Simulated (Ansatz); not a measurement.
Partial pair distribution functions of a relaxed model of amorphous Te₁₆Zn₄O₃₆, broadened by 0.06 Å; density 4.59 g/cm³. Level of theory: PBE, scalar-relativistic without spin-orbit coupling (plane waves to 420 eV, PAW; Ansatz, a quantum-chemistry and plane-wave program).

Preparation: random packing, a CHGNet melt and quench, and a DFT relaxation. O atoms were pushed apart under 1.9 Å during the dynamics, to hinder bonds among them. The hot cell started wider than the set density and was brought back towards it in steps. It is the lowest in DFT energy of 2 quenches. It is a model cell: composition and starting density were chosen by hand, and all elements were melted together. No dispersion term was used. Its density started from a set value of 5.28 and ended at 4.59 g/cm³. The simulated quench (nominally 310 K/ps over its main leg) is rapid and tends to freeze in more defects than a deposited or slowly cooled glass has. One small periodic cell is one sample of the glass; other quenches scatter about these values. Volume and shape were free in the relaxation. On a 2×2×2 Γ-centred mesh force components of up to 0.16 eV/Å stay, since the relaxation ran on the zone centre alone.

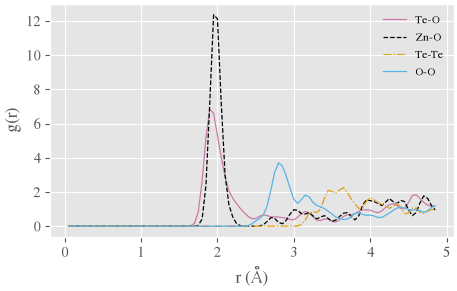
Figure. Partial pair distribution functions

Highest peaks under 4.5 Å: Te-O near 1.90 Å, Zn-O near 1.95 Å, Te-Te near 3.65 Å, O-O near 2.80 Å; pairs of few atoms are noisy.

Within 2.44 Å each Te has 3.69 O neighbours on average.
